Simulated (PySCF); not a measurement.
```yaml
atoms:
  - { symbol: F, position_ang: [-1.0962, -1.3540, -1.1529] }
  - { symbol: C, position_ang: [-0.2947, -1.0709, -0.0712] }
  - { symbol: S, position_ang: [-1.2689, -1.2365, 1.4654] }
  - { symbol: C, position_ang: [-2.6846, -0.1836, 1.0654] }
  - { symbol: S, position_ang: [-2.3653, 1.6151, 1.0773] }
  - { symbol: Si, position_ang: [-0.9357, 1.7000, -0.5111] }
  - { symbol: C, position_ang: [0.3406, 0.2882, -0.2820] }
  - { symbol: S, position_ang: [1.4425, 0.7010, 1.1150] }
  - { symbol: Si, position_ang: [3.2022, -0.4409, 0.6589] }
  - { symbol: H, position_ang: [0.4521, -1.8714, -0.0089] }
  - { symbol: H, position_ang: [-3.4202, -0.3723, 1.8429] }
  - { symbol: H, position_ang: [-3.0750, -0.4768, 0.0940] }
  - { symbol: H, position_ang: [-1.6148, 1.4528, -1.7818] }
  - { symbol: H, position_ang: [-0.2627, 2.9739, -0.3723] }
  - { symbol: H, position_ang: [0.9583, 0.2264, -1.1812] }
  - { symbol: H, position_ang: [4.1597, 0.0516, 1.6280] }
  - { symbol: H, position_ang: [3.5386, -0.1322, -0.7276] }
  - { symbol: H, position_ang: [2.9155, -1.8641, 0.8046] }
```

Geometry: GFN2-xTB.

Method: PBE0/pcSseg-1, SCF density, gas phase, non-relativistic in PySCF.

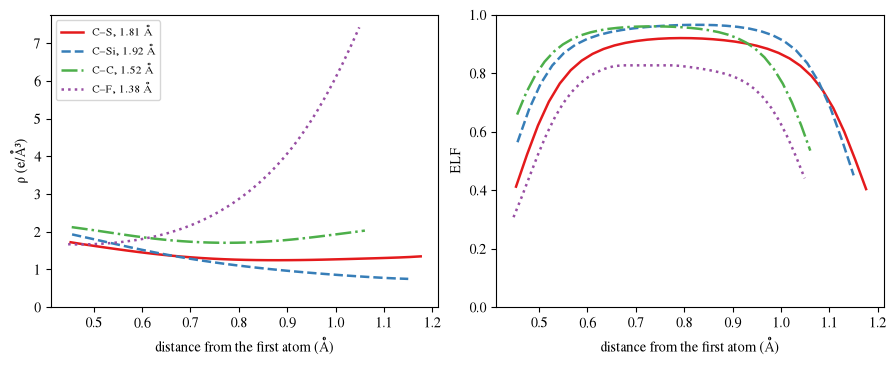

C3H9FS3Si2. Electron density and electron localisation function along straight lines between neighbouring atoms. The curves leave out the atomic cores.

Question: Compare the contacts.

Answer: C–S (1.81 Å): the density is about 1.2 e/Å³ at the midpoint; the ELF peaks at about 0.90 between the atoms (a covalent bond).
C–Si (1.92 Å): ρ at the midpoint is about 0.9 e/Å³; the ELF peaks at about 0.95 between the atoms; localised, covalent bonding.
C–C (1.52 Å): ρ is about 1.7 e/Å³ halfway; the ELF peaks at about 0.95 between the atoms, as expected for a covalent bond.
C–F (1.38 Å): ρ is about 2.1 e/Å³ halfway, with its minimum of 1.7 e/Å³ about 0.5 Å from C; the ELF peaks at about 0.85 between the atoms; a shared but strongly polarised pair.
